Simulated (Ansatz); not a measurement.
Reaction (SMILES): C1=CC1 + 4 [H][H] (H2) → 3 C (CH4)
B3LYP-D3(BJ)/def2-TZVP geometries, fixed; electronic energies without zero-point terms.

Basis-set convergence of the energy of full hydrogenation at MP2 with Ansatz (a quantum-chemistry and plane-wave program). All functions are spherical. Cores are frozen. No added dispersion term, no relativity. Functions are those of the species that has most. Reference: Hartree-Fock in cc-pVQZ plus the correlation part extrapolated as X^-3 from cc-pVTZ and cc-pVQZ, -139.90 kcal/mol, itself unsure by roughly 0.27 kcal/mol (a third of the extrapolation step and of the last Hartree-Fock step). Deviations are taken from unrounded values.

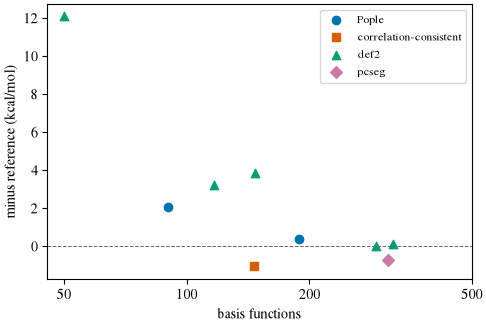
Figure. Deviation from the reference against the number of basis functions, by family of sets.

```json
[
 {"basis": "def2-SV(P)", "functions": "50", "energy of full hydrogenation (kcal/mol)": "-127.83", "minus reference (kcal/mol)": "12.08"},
 {"basis": "6-311+G**", "functions": "90", "energy of full hydrogenation (kcal/mol)": "-137.85", "minus reference (kcal/mol)": "2.05"},
 {"basis": "def2-TZVP", "functions": "117", "energy of full hydrogenation (kcal/mol)": "-136.71", "minus reference (kcal/mol)": "3.20"},
 {"basis": "cc-pVTZ", "functions": "146", "energy of full hydrogenation (kcal/mol)": "-140.96", "minus reference (kcal/mol)": "-1.06"},
 {"basis": "def2-TZVPD", "functions": "147", "energy of full hydrogenation (kcal/mol)": "-136.07", "minus reference (kcal/mol)": "3.84"},
 {"basis": "6-311++G(3df,3pd)", "functions": "189", "energy of full hydrogenation (kcal/mol)": "-139.54", "minus reference (kcal/mol)": "0.36"},
 {"basis": "def2-QZVPP", "functions": "291", "energy of full hydrogenation (kcal/mol)": "-139.87", "minus reference (kcal/mol)": "0.04"},
 {"basis": "pcseg-3", "functions": "312", "energy of full hydrogenation (kcal/mol)": "-140.63", "minus reference (kcal/mol)": "-0.72"},
 {"basis": "def2-QZVPPD", "functions": "321", "energy of full hydrogenation (kcal/mol)": "-139.80", "minus reference (kcal/mol)": "0.11"}
]
```
